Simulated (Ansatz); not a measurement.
**BNH4 (SMILES BN): HF/STO-3G**

Aim: the energy change on altering one bond length of BNH4 at HF/STO-3G, from 2 runs. 

The calculation is run with Ansatz 0.2.0.

47 further runs of the same task are left out: 47 set aside as unsound or not needed.

## Step 1: The system as given

BNH4 has 6 atoms, charge 0, and is taken as a singlet. SMILES: `BN`. The coordinates come from a PBE0-D4/def2-TZVP relaxation.

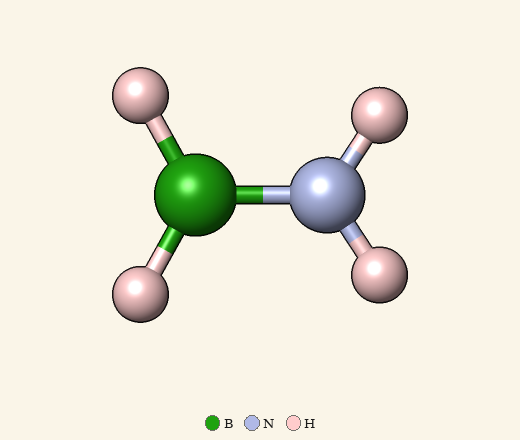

The structure, seen from a chosen angle (boron green, nitrogen light blue, hydrogen pink).

## Step 2: A single-point energy at HF/STO-3G

The input, in.yaml:

```yaml
crystal:
  periodic: [false, false, false]
  atoms:
    - {symbol: B, position_ang: [-0.128200, -0.679600, -0.025600]}
    - {symbol: "N", position_ang: [0.146100, 0.677400, 0.010800]}
    - {symbol: H, position_ang: [0.225800, -1.368000, 0.887500]}
    - {symbol: H, position_ang: [-0.712000, -1.128700, -0.969200]}
    - {symbol: H, position_ang: [-0.121600, 1.313700, -0.720800]}
    - {symbol: H, position_ang: [0.632000, 1.121400, 0.771300]}
basis:
  gaussian: {orbitals: STO-3G}
hamiltonian: {xc: hf}
accuracy: high
```

The run is started by

```sh
$ ansatz run in.yaml --threads 1 --pin off --max-ram 2610MiB --events-out events.jsonl --progress --plain --runs-dir runs
```

The program printed:

```text
Warning: RAYON_NUM_THREADS=1 ignored (pool sized by the plan → 1); use --threads N
Functional definition: HF
  name "HF"
  exchange = exact_x
  correlation = 0
230 factors; integrals over basis functions are off by at most 7.8e-9 eV
mean field evaluation 1: about -2188.8940 eV, gradient 1.2e1 eV
mean field evaluation 2: about -2188.9366 eV, gradient 1.2e1 eV
mean field evaluation 4: about -2189.5219 eV, gradient 1.1e0 eV
mean field evaluation 8: about -2189.5256 eV, gradient 3.3e-7 eV
mean field -2189.52560562 eV, -80.4635818930 hartree, gradient 4.3e-8 eV, S^2 0.000000; 0 other end points of the search recorded, 0 dependent functions left out
reference -2189.52560562 eV, -80.4635818930 hartree; 8, 8 occupied and 6, 6 virtual orbitals, 230 factors
Total energy: -2189.52560562 eV, -80.4635818930 hartree
```

Wall time 0.08 s (1 thread of Arm Neoverse V1, shared host).

## Step 3: The distorted shape

The input, input.yaml:

```yaml
crystal:
  periodic: [false, false, false]
  atoms:
    - symbol: B
      position_ang: [-0.216691, -0.507517, -0.253852]
    - symbol: "N"
      position_ang: [0.057609, 0.849483, -0.217452]
    - symbol: H
      position_ang: [0.225800, -1.368000, 0.887500]
    - symbol: H
      position_ang: [-0.800491, -0.956617, -1.197452]
    - symbol: H
      position_ang: [-0.210091, 1.485783, -0.949052]
    - symbol: H
      position_ang: [0.543509, 1.293483, 0.543048]
basis:
  gaussian:
    orbitals: STO-3G
hamiltonian:
  xc: hf
accuracy: high
```

The run is started by

```sh
$ ansatz run input.yaml --threads 1 --pin off --max-ram 2610MiB --events-out events.jsonl --progress --plain --runs-dir runs
```

The program printed:

```text
Warning: RAYON_NUM_THREADS=1 ignored (pool sized by the plan → 1); use --threads N
Functional definition: HF
  name "HF"
  exchange = exact_x
  correlation = 0
230 factors; integrals over basis functions are off by at most 9.3e-9 eV
mean field evaluation 1: about -2187.4539 eV, gradient 1.3e1 eV
mean field evaluation 2: about -2187.4896 eV, gradient 1.3e1 eV
mean field evaluation 4: about -2188.2122 eV, gradient 1.2e0 eV
mean field evaluation 8: about -2188.2169 eV, gradient 9.5e-7 eV
mean field -2188.21691620 eV, -80.4154884435 hartree, gradient 8.6e-8 eV, S^2 0.000000; 0 other end points of the search recorded, 0 dependent functions left out
reference -2188.21691620 eV, -80.4154884435 hartree; 8, 8 occupied and 6, 6 virtual orbitals, 230 factors
Total energy: -2188.21691620 eV, -80.4154884435 hartree
```

It took 0.08 s on 1 thread of Arm Neoverse V1, shared host.

## Step 4: Results

At HF/STO-3G:

| quantity | value |
| --- | --- |
| first shape: total energy | -80.46358 Eh |
| distorted shape: total energy | -80.41549 Eh |
| energy change with the B1–H3 bond stretched from 1.197 to 1.496 Å | 1.309 eV |

**Reading.** With the B1–H3 bond stretched from 1.197 to 1.496 Å the energy rises by 1.31 eV (30 kcal/mol). The first shape isn't relaxed at this level, so the change isn't measured from a minimum. The minimal basis adds a large error of its own.
